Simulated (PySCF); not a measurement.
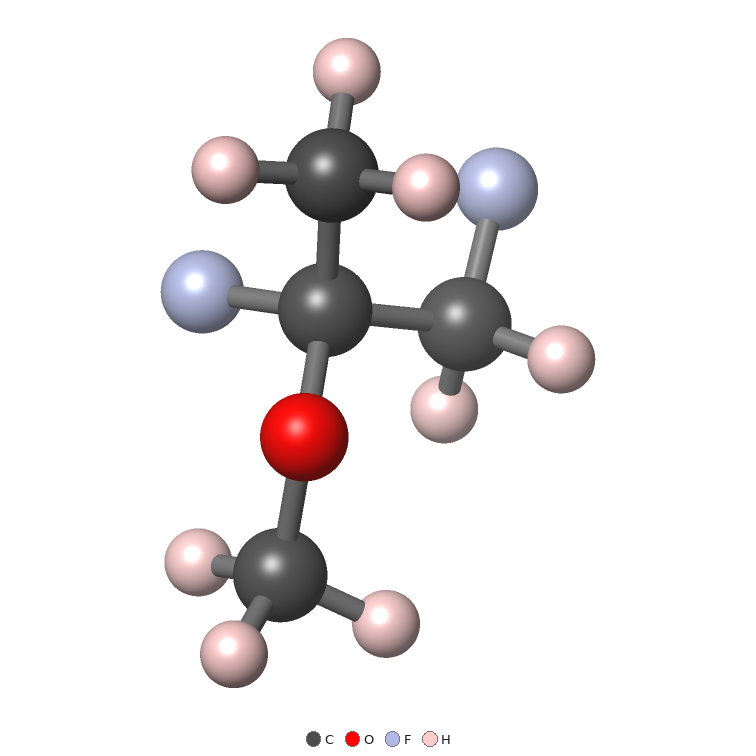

Every bond is drawn as one stick, whatever its order.

Computed geometry: PBE0-D3(BJ)/def2-SVP optimisation. No frequency run is at hand to confirm it as a minimum.

Which formula does it have?

C4H8F2O, 15 atoms: 4 carbon, 8 hydrogen, 2 fluorine and 1 oxygen.

Count the bonded pairs by element.

8 C–H, 2 C–O, 2 C–C, 2 C–F.

More results for the same structure follow; atom numbers are the same in all pictures, views and colours differ.

### Geometry

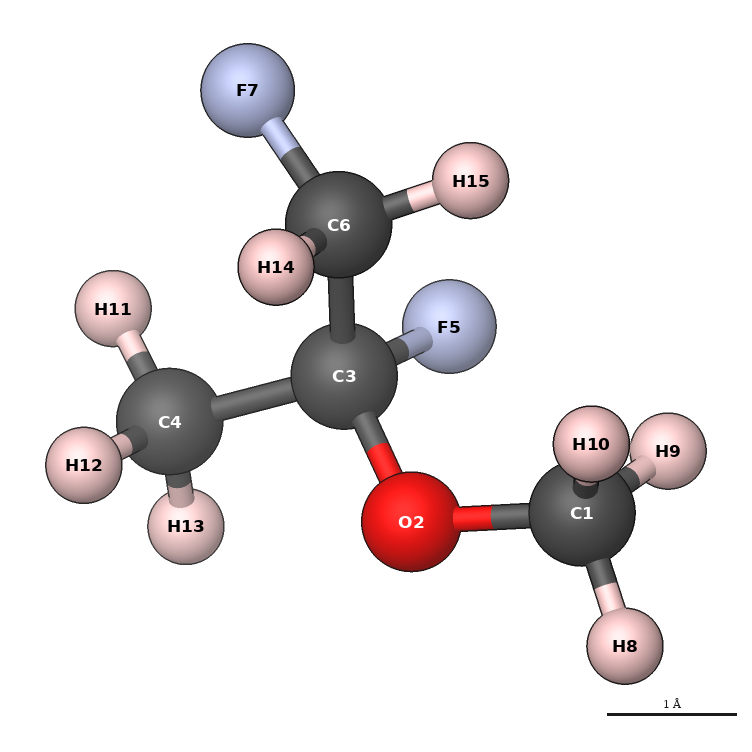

The atoms are numbered. No frequency run is at hand to confirm it as a minimum.

List the bonds and their lengths.

```csv
bond,length (Å),order
C1–O2,1.408,single
C1–H8,1.098,single
C1–H9,1.101,single
C1–H10,1.105,single
O2–C3,1.379,single
C3–C4,1.506,single
C3–F5,1.386,single
C3–C6,1.525,single
C4–H11,1.097,single
C4–H12,1.098,single
C4–H13,1.098,single
C6–F7,1.367,single
C6–H14,1.103,single
C6–H15,1.102,single
```

### NMR shielding

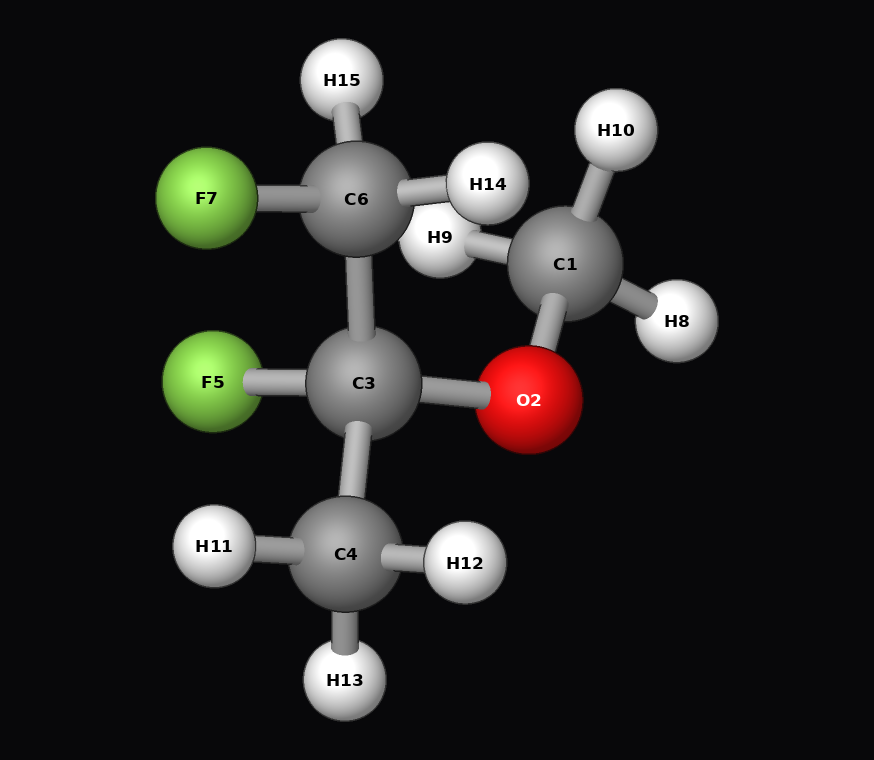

No frequency run is at hand to confirm it as a minimum. Method: GIAO PBE0/pcSseg-1 NMR shielding, non-relativistic, IEF-PCM tetrahydrofuran (PySCF 2.14.0). Principal shieldings σ11 ≤ σ22 ≤ σ33, span Ω = σ33 − σ11, skew κ = 3(σiso − σ22)/Ω.

Which F atom has the most anisotropic shielding?

F5, with a span of 112 ppm.

Give the shielding tensors of the F atoms.

| atom | σ11 | σ22 | σ33 | σiso | Ω | κ |
| --- | --- | --- | --- | --- | --- | --- |
| F5 | 273.0 | 337.5 | 385.2 | 331.9 | 112.2 | −0.15 |
| F7 | 415.6 | 441.1 | 476.6 | 444.4 | 61.0 | 0.16 |

Shieldings and span in ppm.

### Electronic properties

No frequency run is at hand to confirm it as a minimum. Method: CAM-B3LYP/def2-SVPD in tetrahydrofuran (IEF-PCM) (PySCF 2.14.0). Excitations: vertical, linear response.

What is the HOMO energy (Kohn–Sham orbital)?

−9.69 eV.

Estimate the dipole moment.

2.75 D.

Give the HOMO–LUMO gap at this level.

11.07 eV.

Give the brightest of the 6 lowest singlets at this level.

8.82 eV.

### Polarisability

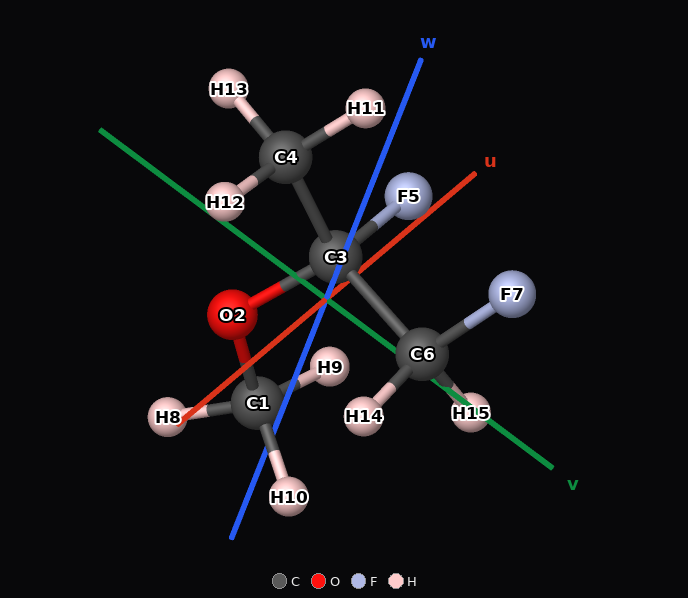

The lines u, v and w are the principal axes of the static dipole polarisability. No frequency run is at hand to confirm it as a minimum. Computed with CAM-B3LYP/def2-SVPD (PySCF 2.14.0).

Along which axis is the molecule most polarisable, and along which least?

Most along w, least along u (nearly parallel to the C3–F5 bond).

Give the three principal values.

u 51.1, v 54.7, w 62.6 bohr³; mean 56.1, anisotropy 10.2 bohr³.
